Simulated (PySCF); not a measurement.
SMILES N[SiH2]S (H5NSSi), PBE0/def2-SVP optimised geometry. Atoms within 1.6 Å of the plane z = 0.0 Å (x, y, z in Å): N1 (0.98, -0.81, 0.00), Si2 (-0.74, -0.81, 0.00), S3 (-1.52, 1.20, 0.00), H4 (1.52, -0.38, 0.74), H5 (1.50, -1.51, -0.51), H6 (-1.42, -1.39, 1.20), H7 (-1.13, -1.59, -1.21), H8 (-0.82, 1.59, -1.08).

Calculation: PBE0/def2-TZVP run with PySCF. Cells within 0.4 Å of a nucleus heavier than hydrogen are left out (blank, or x).

Map of the electrostatic potential (hartree/e), clipped to [-0.08, 0.12] on the plane z = 0.0 Å:

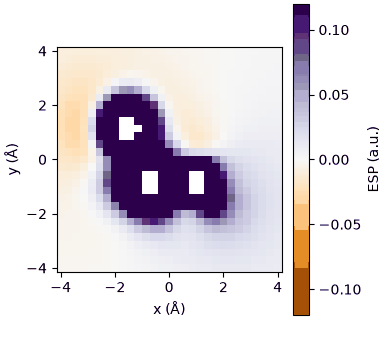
Electrostatic potential (hartree/e), clipped to [-0.08, 0.12] on the plane z = 0.0 Å.
